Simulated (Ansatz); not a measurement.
The figure comes from a scan of Si (diamond): one Si atom of a 2-atom cell moves by s along Cartesian [110], with its periodic images. These are PBE (plane waves to 420 eV, PAW, scalar-relativistic; Ansatz, a first-principles code) values and carry that method's errors. k mesh 8×8×8 (Γ-centred), Fermi-Dirac smearing 0.05 eV. Energies are smeared free energies. As the smearing reaches across the gap at some points, energies and forces of such displacements shift with the k mesh and the smearing. Si was relaxed with its symmetry unable to fall. The zero of ΔE is the undisplaced structure.

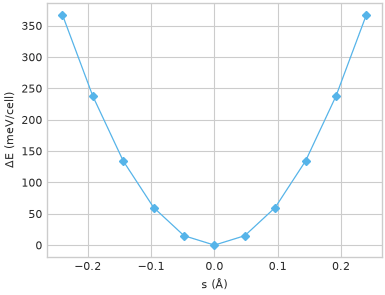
ΔE (meV/cell) against s (Å); computed points joined by lines.

Task: List the plotted points as numbers.

Result: To the nearest 5:

```json
[
 {"s (Å)": "-0.240", "ΔE (meV/cell)": "365"},
 {"s (Å)": "-0.192", "ΔE (meV/cell)": "240"},
 {"s (Å)": "-0.144", "ΔE (meV/cell)": "135"},
 {"s (Å)": "-0.096", "ΔE (meV/cell)": "60"},
 {"s (Å)": "-0.048", "ΔE (meV/cell)": "15"},
 {"s (Å)": "0.000", "ΔE (meV/cell)": "0"},
 {"s (Å)": "0.048", "ΔE (meV/cell)": "15"},
 {"s (Å)": "0.096", "ΔE (meV/cell)": "60"},
 {"s (Å)": "0.144", "ΔE (meV/cell)": "135"},
 {"s (Å)": "0.192", "ΔE (meV/cell)": "240"},
 {"s (Å)": "0.240", "ΔE (meV/cell)": "365"}
]
```

(For displaced atoms, the force is minus the slope of the energy, and its curvature is a force constant, which sets phonon frequencies.)
